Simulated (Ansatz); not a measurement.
**AlClH2O2···PH3: density, localisation and related maps**

```xyz
10

Al    0.1824   -0.2850    0.2245
O    -0.0958   -0.7358    1.8364
H    -0.9271   -0.7545    2.3163
Cl    2.1427   -0.4896   -0.4821
O    -0.9934    0.1584   -0.9156
H    -1.9410    0.2518   -0.7930
P     0.6229    3.0200    1.1634
H     1.7558    2.3647    0.5921
H    -0.2697    2.5415    0.1523
H     0.3363    1.9343    2.0503
```

Level of theory: Ansatz, RKS B3LYP-D4/def2-SVP.

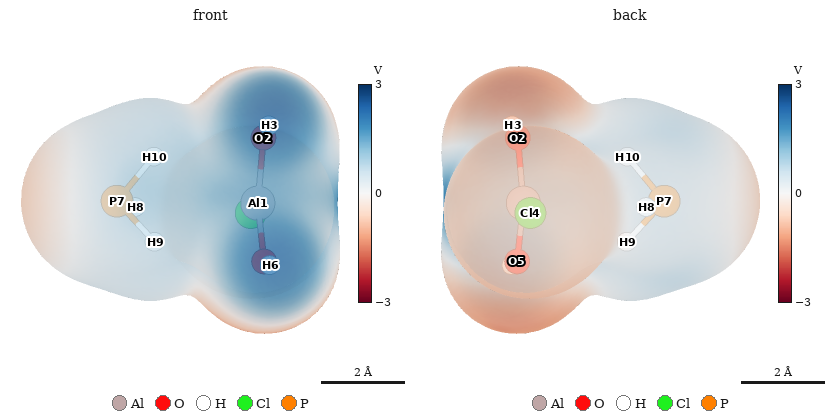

Figure 1. The electrostatic potential painted on the density surface at 0.001 e/bohr³, seen from the front and from behind; red is negative and blue positive.

### Describe the electrostatic potential map.

The most negative region (about −1.3 V) lies over O2 and O5, the most positive (about +2.1 V) over H3 and H6.

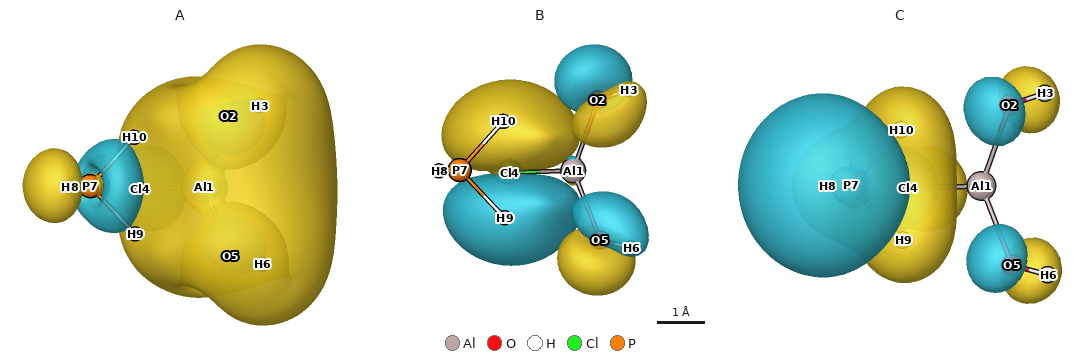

Figure 2. Three frontier orbitals at ±0.06 Å⁻³ᐟ² (yellow and cyan are the two phases), in no order.

### Order the three orbitals by energy and name them.

B is the HOMO−1 (−8.46 eV). It lies mainly on Cl4 (about 75 %), O2 (about 10 %) and O5 (about 10 %); largely a lone pair of Cl4. C is the HOMO (−7.80 eV). It lies mainly on P7 (about 70 %); largely a lone pair of P7. A is the LUMO (−0.59 eV). Its weight (Hirshfeld) is mainly on Al1 (about 45 %), O2 (about 10 %), O5 (about 10 %), Cl4 (about 10 %), H3 (about 10 %) and H6 (about 10 %).

### What is the HOMO–LUMO gap?

7.21 eV between the orbital energies.
